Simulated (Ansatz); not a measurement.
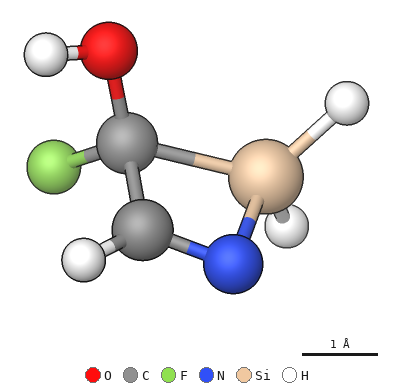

This is the input geometry for a relaxation of C₂H₄FNOSi. A ball-and-stick model, seen at a tilt.

The start comes from PBE-D4/def2-SVP.

These are results of RKS PBE0-D4/def2-TZVP in Ansatz, not measurements.

Input file:
```yaml
crystal:
  periodic: [false, false, false]
  atoms:
    - {symbol: O, position_ang: [1.555152, -0.909558, -0.098315]}
    - {symbol: C, position_ang: [0.295760, -0.540838, 0.321168]}
    - {symbol: F, position_ang: [-0.126650, -1.346186, 1.382225]}
    - {symbol: C, position_ang: [-0.787432, -0.458885, -0.766517]}
    - {symbol: N, position_ang: [-1.193630, 0.757933, -0.949194]}
    - {symbol: Si, position_ang: [-0.098987, 1.368943, 0.384995]}
    - {symbol: H, position_ang: [1.502024, -1.817571, -0.465283]}
    - {symbol: H, position_ang: [-1.175332, -1.334912, -1.344333]}
    - {symbol: H, position_ang: [-0.835886, 1.876617, 1.590051]}
    - {symbol: H, position_ang: [0.947980, 2.353157, -0.052097]}
basis:
  gaussian: {orbitals: def2-TZVP}
hamiltonian: {xc: pbe0, dispersion: d4}
relax: {f_tol: 0.005, max_steps: 150}
```

Launched with:
```bash
ansatz run in.yaml --threads 4 --pin off --events-out ev --progress --plain --max-ram 10444MiB
```

> Predict the outcome.

H10 moves most after the best rigid fit: 0.038 Å. Largest moves by element: H 0.038 Å, F 0.027 Å, N 0.025 Å, Si 0.021 Å, C 0.016 Å, O 0.013 Å. Near-neighbour distances that change, for instance: N5–Si6 1.831 → 1.791 Å, C2–Si6 1.951 → 1.924 Å, C4–H8 1.119 → 1.099 Å, Si6–H10 1.502 → 1.483 Å. Over 6 geometry steps the energy falls by 0.060 eV. The largest force component goes from 0.9 to 0.0042 eV/Å.

Final geometry:

```xyz
10

O     1.5425   -0.9082   -0.0993
C     0.2940   -0.5266    0.3136
F    -0.1197   -1.3298    1.3622
C    -0.7859   -0.4484   -0.7648
N    -1.1867    0.7548   -0.9251
Si   -0.1089    1.3538    0.3741
H     1.5051   -1.8123   -0.4372
H    -1.1667   -1.3046   -1.3381
H    -0.8212    1.8505    1.5762
H     0.9305    2.3195   -0.0589
```
